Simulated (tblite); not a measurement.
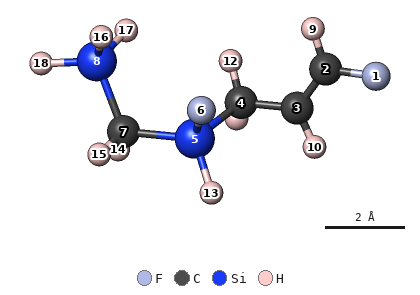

The structure as given in the input (ball-and-stick view, seen on its broad side; atoms are numbered from 1 in the order of the input). Bond lengths as drawn: C–C 1.32 to 1.49 Å, C–F 1.35 Å, C–H 1.08 to 1.09 Å, C–Si 1.89 to 1.91 Å, F–Si 1.62 Å and H–Si 1.46 to 1.47 Å.

# Frequency calculation, with input and output: C₄H₁₀F₂Si₂

System: C₄H₁₀F₂Si₂.
Method: GFN2-xTB harmonic vibrations, gas phase (tblite 0.8.0).

It belongs to a series of runs on one base structure; here: H on Si replaced by CH2SiH3.

Input
```
{"job": {"kind": "ir", "xc": "GFN2-xTB", "basis": "xTB"}, "charge": 0, "multiplicity": 1}
F      4.363451     0.744428     0.645657
C      3.057883     0.921469     0.357752
C      2.387117     0.058501    -0.380319
C      0.943888     0.195430    -0.704497
Si    -0.101043    -1.124015     0.196190
F      0.082621    -0.848379     1.779195
C     -1.938719    -0.953830    -0.214409
Si    -2.748718     0.700942     0.280034
H      2.667400     1.826948     0.797231
H      2.895444    -0.815666    -0.760732
H      0.808585     0.092225    -1.781337
H      0.595954     1.189370    -0.422193
H      0.434635    -2.469533     0.019337
H     -2.088483    -1.112482    -1.281578
H     -2.476589    -1.758372     0.286555
H     -2.615629     0.916127     1.718871
H     -2.109945     1.796944    -0.456740
H     -4.166613     0.646209    -0.090674
```

The first line tells a small driver script what to run in tblite; the rest is the geometry in Å.

Run as:
```bash
OMP_NUM_THREADS=1 python <driver script> task.json out
```

Log
```
mode    cm-1     km/mol
  1      19.0      1.23
  2      34.8      0.44
  3      49.7      0.25
  4     100.5      2.53
  5     108.7      2.15
  6     152.5      0.87
  7     171.2      1.66
  8     191.9     12.05
  9     274.7      3.89
 10     285.9     15.12
 11     332.7     12.14
 12     489.5     26.37
 13     504.5     15.17
 14     522.0     39.86
 15     604.1     42.06
 16     630.5     28.64
 17     683.8     56.27
 18     701.5     91.87
 19     723.9    128.81
 20     742.5     38.34
 21     776.7     62.87
 22     782.0    128.29
 23     786.3    209.00
 24     798.2    415.90
 25     815.2    317.48
 26     846.4    202.21
 27     982.5     19.48
 28    1024.2     10.63
 29    1032.8     28.16
 30    1114.4    211.83
 31    1142.2    113.35
 32    1152.3     22.91
 33    1206.3     33.44
 34    1255.9     42.38
 35    1269.1     30.64
 36    1453.5      1.22
 37    1455.9      2.85
 38    1727.8     22.87
 39    2231.9    372.06
 40    2241.8    282.55
 41    2289.1    229.27
 42    2293.4    334.29
 43    2980.9     18.26
 44    2983.8     50.08
 45    2992.6     31.29
 46    2994.3     16.97
 47    3080.8      0.02
 48    3091.8     57.89
```

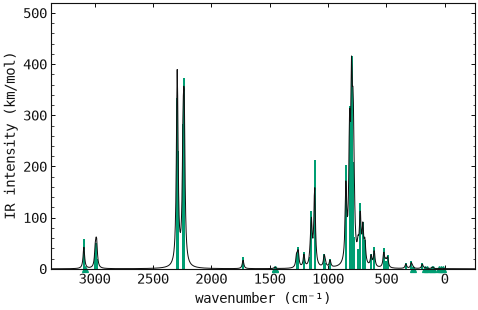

Harmonic infrared spectrum, unscaled: sticks (degenerate modes added up, dark ones marked on the axis) with a Lorentzian envelope of 16 cm⁻¹ full width, scaled to the tallest stick. 48 modes from 19 to 3092 cm⁻¹, none imaginary. The strongest line is at 798 cm⁻¹ (416 km/mol).

Key numbers

| quantity | value |
| --- | --- |
| outcome | converged |
| total energy | −724.1727 eV |
| zero-point energy | 77.3770 kcal/mol |
| hardware | 1 CPU thread, shared host |
| wall time | 0.63 s |
| peak memory | 0.18 GiB |
